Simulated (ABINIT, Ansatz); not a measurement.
# A GW run on BaSrSn2O6 (P4/mmm) in ABINIT, with inputs changed

A base run on BaSrSn2O6 (P4/mmm), then changed inputs.

Program: ABINIT 10.8.3. Level of theory: LDA and many-body steps on it, plane waves. Results are calculated unless marked as measured.

### 1. The starting structure

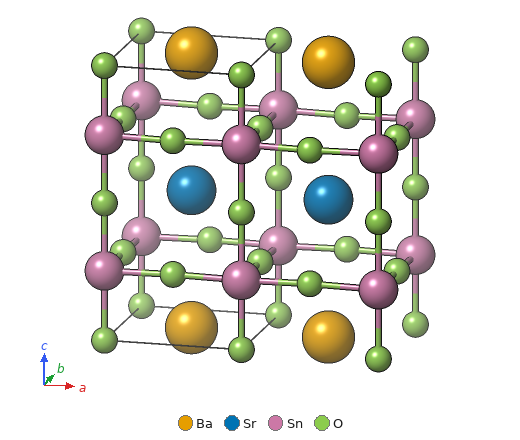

Start, viewed slightly off an axis; barium orange, strontium blue, tin pink, oxygen green. 2×1×1 cells are drawn. Some periodic images of atoms are drawn too.

The cell and positions are those that the Materials Project relaxed with its own functionals (PBE, PBE+U or r2SCAN), kept fixed. Spin-orbit coupling is left out unless a step names it.

### 2. Screening, 2×2×1 mesh, 144 bands, screening to 114.3 eV

This step: ABINIT 10.8.3; RPA screening on LDA, plane waves, norm-conserving pseudopotentials.

The RPA dielectric matrix is built and inverted for each q.

Contents of run.abi:

```
acell 3*1.0 Angstrom
rprim 
  4.146422000000 0.000000000000 0.000000000000
  0.000000000000 4.146422000000 0.000000000000
  0.000000000000 0.000000000000 8.294893000000
ntypat 4
znucl 56 38 50 8
natom 10
typat 1 2 3 3 4 4 4 4 4 4
xred 
  0.500000000000 0.500000000000 0.000000000000
  0.500000000000 0.500000000000 0.500000000000
  0.000000000000 0.000000000000 0.747206000000
  0.000000000000 0.000000000000 0.252794000000
  0.000000000000 0.000000000000 0.000000000000
  0.000000000000 0.000000000000 0.500000000000
  0.000000000000 0.500000000000 0.256664000000
  0.000000000000 0.500000000000 0.743336000000
  0.500000000000 0.000000000000 0.743336000000
  0.500000000000 0.000000000000 0.256664000000
pp_dirpath "pseudos"
pseudos "Ba.upf, Sr.upf, Sn.upf, O.upf"
ecut 42
ngkpt 2 2 1
nshiftk 1
shiftk 0 0 0
kptopt 1
chksymbreak 0
istwfk *1
occopt 1
irdwfk 1
optdriver 3
nband 144
ecuteps 4.2
inclvkb 2
awtr 1
symchi 1
indata_prefix "in"
outdata_prefix "out"
tmpdata_prefix "tmp"
```

On the command line:

```console
$ OMP_NUM_THREADS=1 mpirun -n 4 abinit run.abi > log
```

The log of the run:

```text
.Version 10.8.3 of ABINIT. v10.8.2 released Aug 2026.

 Symmetries : space group P4/m m m (#123); Bravais tP (primitive tetrag.)
[... echo of the input left out ...]
== DATASET  1 ==================================================================
-   mpi_nproc: 4, omp_nthreads: 1 (-1 if OMP is not activated)

--- !DatasetInfo
iteration_state: {dtset: 1, }
dimensions: {natom: 10, nkpt: 3, mband: 144, nsppol: 1, nspinor: 1, nspden: 1, mpw: 12558, }
cutoff_energies: {ecut:  42.0, pawecutdg:  -1.0, }
electrons: {nelect:   1.00000000E+02, charge:   0.00000000E+00, occopt:   1.00000000E+00, tsmear:   1.00000000E-02, }

 SCREENING: Calculation of the susceptibility and dielectric matrices

 Based on a program developped by R.W. Godby, V. Olevano, G. Onida, and L. Reining.
 Incorporated in ABINIT by V. Olevano, G.-M. Rignanese, and M. Torrent.
.Using double precision arithmetic ; gwpc =  8

[... cell and pseudopotentials left out ...]
--------------------------------------------------------------------------------

 ==== K-mesh for the wavefunctions ====
 Number of points in the irreducible wedge :     3
[... list of points left out ...]
 Together with 16 symmetry operations and time-reversal symmetry
 yields     4 points in the full Brillouin Zone.

 ==== Q-mesh for the screening function ====
 Number of points in the irreducible wedge :     3
[... list of points left out ...]
 Together with 16 symmetry operations and time-reversal symmetry
 yields     4 points in the full Brillouin Zone.

 setmesh: FFT mesh size selected  =    32x   32x   64
          total number of points  =        65536

 vcoul_init : cutoff-mode = AUXILIARY_FUNCTION
 q-points for optical limit:   1
     1)      0.000010    0.000020    0.000030

- screening: taking advantage of time-reversal symmetry
- Maximum band index for partially occupied states nbvw = 50
- Remaining bands to be divided among processors   nbcw = 94
- Number of bands treated by each node ~23

 Number of electrons calculated from density =  100.0000; Expected =  100.0000
 average of density, n =  0.103907
 r_s =    1.3195
 omega_plasma =   31.0941 [eV]

 calculating chi0 at frequencies [eV] :
  1    0.000000E+00    0.000000E+00
  2    0.000000E+00    3.109413E+01

--------------------------------------------------------------------------------
  q-point number  1        q = ( 0.000000, 0.000000, 0.000000) [r.l.u.]
--------------------------------------------------------------------------------
[... chi0 elements left out ...]
 For q-point:  0.000010 0.000020 0.000030
  dielectric constant =  18.0075
  dielectric constant without local fields =  19.4930

  Average fulfillment of the sum rule on Im[epsilon] for q-point    1 :     42.12  [%]
[... wings left out ...]
  q-point number  2        q = ( 0.500000, 0.000000, 0.000000) [r.l.u.]
--------------------------------------------------------------------------------
[... chi0 elements left out ...]
  Average fulfillment of the sum rule on Im[epsilon] for q-point    2 :     44.48  [%]

 [... 1 further q-points ...]
```

It took 60 s on 4 MPI ranks of Arm Neoverse V2, shared host; peak memory 1.9 GiB; 4 min of CPU time.

Numbers from this step:

```
ε∞ with local fields, on this mesh, along the program's q direction : 18.01
the same without local fields                                       : 19.49
plasma frequency                                                    : 31.09 eV
plane waves in the screening matrix                                 : 395
```

Local fields lower ε∞ by 8 %. On a Γ-centred mesh this coarse the value itself is usually too large, while a short band sum pulls it down.

### 3. Base

The self-energy is evaluated for the states that the input lists, and the levels follow from it, in one-shot runs by the linearised quasiparticle equation.

This step: G0W0 on LDA, plane waves, norm-conserving pseudopotentials.

run.abi, as its differences from that of step 2:

```diff
@@ -31,8 +31,17 @@
 irdwfk 1
-optdriver 3
+optdriver 4
 nband 144
+gwcalctyp 0
+ecutsigx 42
+symsigma 1
+nkptgw 2
+kptgw 
+  0.5000000000 0.5000000000 0.0000000000
+  0.0000000000 0.0000000000 0.0000000000
+bdgw 
+  49 53
+  49 52
 ecuteps 4.2
-inclvkb 2
-awtr 1
-symchi 1
+irdscr 1
+ppmodel 1
 indata_prefix "in"
```

The log of the run:

```text
.Version 10.8.3 of ABINIT. v10.8.2 released Aug 2026.

 Symmetries : space group P4/m m m (#123); Bravais tP (primitive tetrag.)
[... echo of the input left out ...]
== DATASET  1 ==================================================================
-   mpi_nproc: 4, omp_nthreads: 1 (-1 if OMP is not activated)

--- !DatasetInfo
iteration_state: {dtset: 1, }
dimensions: {natom: 10, nkpt: 3, mband: 144, nsppol: 1, nspinor: 1, nspden: 1, mpw: 12558, }
cutoff_energies: {ecut:  42.0, pawecutdg:  -1.0, }
electrons: {nelect:   1.00000000E+02, charge:   0.00000000E+00, occopt:   1.00000000E+00, tsmear:   1.00000000E-02, }

 SIGMA: Calculation of the GW corrections

 Based on a program developped by R.W. Godby, V. Olevano, G. Onida, and L. Reining.
 Incorporated in ABINIT by V. Olevano, G.-M. Rignanese, and M. Torrent.
.Using double precision arithmetic ; gwpc =  8

[... cell and pseudopotentials left out ...]
--------------------------------------------------------------------------------

 ==== K-mesh for the wavefunctions ====
 Number of points in the irreducible wedge :     3
[... list of points left out ...]
 Together with 16 symmetry operations and time-reversal symmetry
 yields     4 points in the full Brillouin Zone.

 ==== Q-mesh for screening function ====
 Number of points in the irreducible wedge :     3
[... list of points left out ...]
 Together with 16 symmetry operations and time-reversal symmetry
 yields     4 points in the full Brillouin Zone.

 vcoul_init : cutoff-mode = AUXILIARY_FUNCTION
 q-points for optical limit:   1
     1)      0.000010    0.000020    0.000030
 setmesh: FFT mesh size selected  =    45x   45x   96
          total number of points  =       194400

 Number of electrons calculated from density =  100.0000; Expected =  100.0000
 average of density, n =  0.103907
 r_s =    1.3195
 omega_plasma =   31.0941 [eV]

 === KS Band Gaps ===
  >>>> For spin  1
   Minimum direct gap =   1.1739 [eV], located at k-point      :   0.0000  0.0000  0.0000
   Fundamental gap    =   0.5069 [eV], Top of valence bands at :   0.5000  0.5000  0.0000
                                       Bottom of conduction at :   0.0000  0.0000  0.0000
 SIGMA fundamental parameters:
 PLASMON POLE MODEL  1
 number of plane-waves for SigmaX                12537
 number of plane-waves for SigmaC and W            395
 number of plane-waves for wavefunctions         12537
 number of bands                                   144
 number of independent spin polarizations            1
 number of spinorial components                      1
 number of k-points in IBZ                           3
 number of q-points in IBZ                           3
 number of symmetry operations                      16
 number of k-points in BZ                            4
 number of q-points in BZ                            4
 number of frequencies for dSigma/dE                 9
 frequency step for dSigma/dE [eV]                0.25
 number of omega for Sigma on real axis              0
 max omega for Sigma on real axis  [eV]           0.00
 zcut for avoiding poles [eV]                     0.10

 EPSILON^-1 parameters (SCR file):
 dimension of the eps^-1 matrix on file            395
 dimension of the eps^-1 matrix used               395
 number of plane-waves for wavefunctions         12537
 number of bands                                   144
 number of q-points in IBZ                           3
 number of frequencies                               2
 number of real frequencies                          1
 number of imag frequencies                          1

 matrix elements of self-energy operator (all in [eV])

 Perturbative Calculation

--- !SelfEnergy_ee
iteration_state: {dtset: 1, }
kpoint     : [   0.500,    0.500,    0.000, ]
spin       : 1
KS_gap     :    5.039
QP_gap     :    6.267
Delta_QP_KS:    1.228
data: !SigmaeeData |
     Band     E0 <VxcDFT>   SigX SigC(E0)      Z dSigC/dE  Sig(E)    E-E0       E
       49   6.197 -19.670 -25.394   5.791   0.763  -0.311 -19.619   0.051   6.248
       50   6.197 -19.670 -25.394   5.791   0.763  -0.311 -19.619   0.051   6.248
       51  11.236 -12.885  -7.392  -3.940   0.824  -0.214 -11.606   1.279  12.514
       52  11.299 -12.538  -7.028  -3.966   0.826  -0.210 -11.262   1.276  12.574
       53  11.299 -12.538  -7.028  -3.966   0.826  -0.210 -11.262   1.276  12.574

--- !SelfEnergy_ee
iteration_state: {dtset: 1, }
kpoint     : [   0.000,    0.000,    0.000, ]
spin       : 1
KS_gap     :    1.174
QP_gap     :    2.652
Delta_QP_KS:    1.478
data: !SigmaeeData |
     Band     E0 <VxcDFT>   SigX SigC(E0)      Z dSigC/dE  Sig(E)    E-E0       E
       49   5.530 -19.260 -24.768   5.557   0.765  -0.308 -19.223   0.037   5.566
       50   5.530 -19.260 -24.768   5.557   0.765  -0.308 -19.223   0.037   5.566
       51   6.704 -17.056 -12.135  -3.061   0.814  -0.228 -15.542   1.514   8.218
       52  10.715 -19.486 -14.199  -3.080   0.793  -0.261 -17.735   1.750  12.465

== END DATASET(S) ==============================================================
================================================================================

 -outvars: echo values of variables after computation  --------
           etotal      0.0000000000E+00
            nband         144
             nkpt           3
          spgroup         123
 [... the other variables as echoed above ...]

 Calculation completed.
```

It took 12 s on 4 MPI ranks; peak memory 1.3 GiB; 49 s of CPU time.

Numbers from this step:

```
G0W0 gap on the points computed              : 1.970 eV
starting gap on the mesh                     : 0.5069 eV
k of the valence top                         : 0.5, 0.5, 0
k of the conduction bottom                   : 0, 0, 0
Z at the valence top                         : 0.763
Z at the conduction bottom                   : 0.814
least direct G0W0 gap on the computed points : 2.652 eV
```

The gap on the mesh goes from 0.51 eV to 1.97 eV, a correction of +1.46 eV.

### 4. Exchange cutoff

run.abi, as its differences from that of step 3:

```diff
@@ -34,3 +34,3 @@
 gwcalctyp 0
-ecutsigx 42
+ecutsigx 6.3
 symsigma 1
```

The log of the run:

```text
.Version 10.8.3 of ABINIT. v10.8.2 released Aug 2026.

 Symmetries : space group P4/m m m (#123); Bravais tP (primitive tetrag.)
[... echo of the input left out ...]
== DATASET  1 ==================================================================
-   mpi_nproc: 4, omp_nthreads: 1 (-1 if OMP is not activated)

--- !DatasetInfo
iteration_state: {dtset: 1, }
dimensions: {natom: 10, nkpt: 3, mband: 144, nsppol: 1, nspinor: 1, nspden: 1, mpw: 12558, }
cutoff_energies: {ecut:  42.0, pawecutdg:  -1.0, }
electrons: {nelect:   1.00000000E+02, charge:   0.00000000E+00, occopt:   1.00000000E+00, tsmear:   1.00000000E-02, }

 SIGMA: Calculation of the GW corrections

 Based on a program developped by R.W. Godby, V. Olevano, G. Onida, and L. Reining.
 Incorporated in ABINIT by V. Olevano, G.-M. Rignanese, and M. Torrent.
.Using double precision arithmetic ; gwpc =  8

[... cell and pseudopotentials left out ...]
--------------------------------------------------------------------------------

 ==== K-mesh for the wavefunctions ====
 Number of points in the irreducible wedge :     3
[... list of points left out ...]
 Together with 16 symmetry operations and time-reversal symmetry
 yields     4 points in the full Brillouin Zone.

 ==== Q-mesh for screening function ====
 Number of points in the irreducible wedge :     3
[... list of points left out ...]
 Together with 16 symmetry operations and time-reversal symmetry
 yields     4 points in the full Brillouin Zone.

 vcoul_init : cutoff-mode = AUXILIARY_FUNCTION
 q-points for optical limit:   1
     1)      0.000010    0.000020    0.000030
 setmesh: FFT mesh size selected  =    32x   32x   64
          total number of points  =        65536

 Number of electrons calculated from density =  100.0000; Expected =  100.0000
[...]
number of omega for Sigma on real axis              0
 max omega for Sigma on real axis  [eV]           0.00
 zcut for avoiding poles [eV]                     0.10

 EPSILON^-1 parameters (SCR file):
 dimension of the eps^-1 matrix on file            395
 dimension of the eps^-1 matrix used               395
 number of plane-waves for wavefunctions         12537
 number of bands                                   144
 number of q-points in IBZ                           3
 number of frequencies                               2
 number of real frequencies                          1
 number of imag frequencies                          1

 matrix elements of self-energy operator (all in [eV])

 Perturbative Calculation

--- !SelfEnergy_ee
iteration_state: {dtset: 1, }
kpoint     : [   0.500,    0.500,    0.000, ]
spin       : 1
KS_gap     :    5.039
QP_gap     :    5.799
Delta_QP_KS:    0.760
data: !SigmaeeData |
     Band     E0 <VxcDFT>   SigX SigC(E0)      Z dSigC/dE  Sig(E)    E-E0       E
       49   6.197 -19.670 -24.259   5.791   0.763  -0.311 -18.753   0.917   7.114
       50   6.197 -19.670 -24.259   5.791   0.763  -0.311 -18.753   0.917   7.114
       51  11.236 -12.885  -6.909  -3.940   0.824  -0.214 -11.207   1.677  12.913
[...]
--- !SelfEnergy_ee
iteration_state: {dtset: 1, }
kpoint     : [   0.000,    0.000,    0.000, ]
spin       : 1
KS_gap     :    1.174
QP_gap     :    2.977
Delta_QP_KS:    1.803
data: !SigmaeeData |
     Band     E0 <VxcDFT>   SigX SigC(E0)      Z dSigC/dE  Sig(E)    E-E0       E
[...]
51   6.704 -17.056 -10.743  -3.061   0.814  -0.228 -14.408   2.648   9.351
       52  10.715 -19.486 -12.494  -3.080   0.793  -0.261 -16.383   3.103  13.817

== END DATASET(S) ==============================================================
================================================================================

 -outvars: echo values of variables after computation  --------
           etotal      0.0000000000E+00
            nband         144
             nkpt           3
          spgroup         123
 [... the other variables as echoed above ...]

 Calculation completed.
```

Run time: 12 s. Hardware: 4 MPI ranks; peak memory 1.1 GiB.

This step gave:

```yaml
g0w0_gap_on_the_points_computed: 2.237 eV
starting_gap_on_the_mesh: 0.5069 eV
k_of_the_valence_top: 0.5, 0.5, 0
k_of_the_conduction_bottom: 0, 0, 0
z_at_the_valence_top: 0.763
z_at_the_conduction_bottom: 0.814
least_direct_g0w0_gap_on_the_computed_points: 2.977 eV
```

(Continued in part 2 of 2.)

[Paths, hosts, dates, memory and timing lines, banners, echoed tables and standing remarks are left out of the program output.]

[Logs are printed without paths, hosts, clocks, repeated set-up lines and the standing remarks that a program may print on its own settings, such as how far it seeks lower states.]

[Runs of the session that timed out or met a known fault of the program may be left out.]

[Hosts, paths, dates, database ids (printed as entryN), source tags and the programs' standing remarks are cut or masked in the printed files.]

[G0W0 gaps are taken among the corrected bands and points alone; a level outside them can change the order at an edge.]

[Where Ansatz stands beside ABINIT at settings called matched, ABINIT's density can come from a denser mesh and the files from another edition; pairs whose starting gaps differed by over 0.03 eV were left out, so agreement reads better than it is.]
